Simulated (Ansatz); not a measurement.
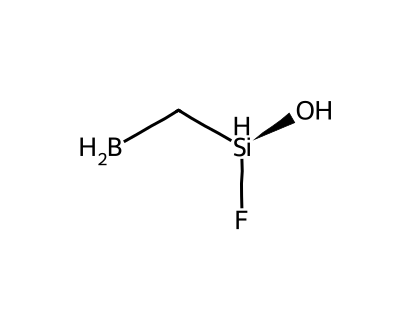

Figure made from data computed with Ansatz.

2D structure.

Q: Give its SMILES.

A: BC[Si@@H](O)F

Q: What is the molecular formula?

A: CH6BFOSi.

Q: An optimisation with PBE-D4/def2-SVP gave a structure of which point group?

A: C1.
